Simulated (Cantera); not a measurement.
A closed system holds: 1 mol TiCl4, 0.32 mol H2O, at 13300 Pa.

Equilibrium computed with Cantera from the NASA thermochemical tables; the gas is ideal and each condensed phase is pure. Candidate condensed phases: H2O, Ti, TiCl2, TiCl3, TiCl4, TiO, TiO2, Ti2O3, Ti3O5, Ti4O7; 23 gas species. The tables' values for TiCl2 are old estimates; treat these amounts as uncertain. Kinetics and transport are ignored.

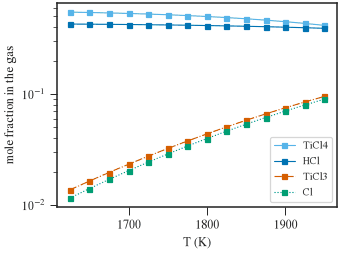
Figure: Equilibrium gas composition (values under 1e-9 drawn at 1e-9)

From 1625 K to 1950 K the condensed part is TiO2(rutile). The main Ti-bearing gas is TiCl4 throughout.
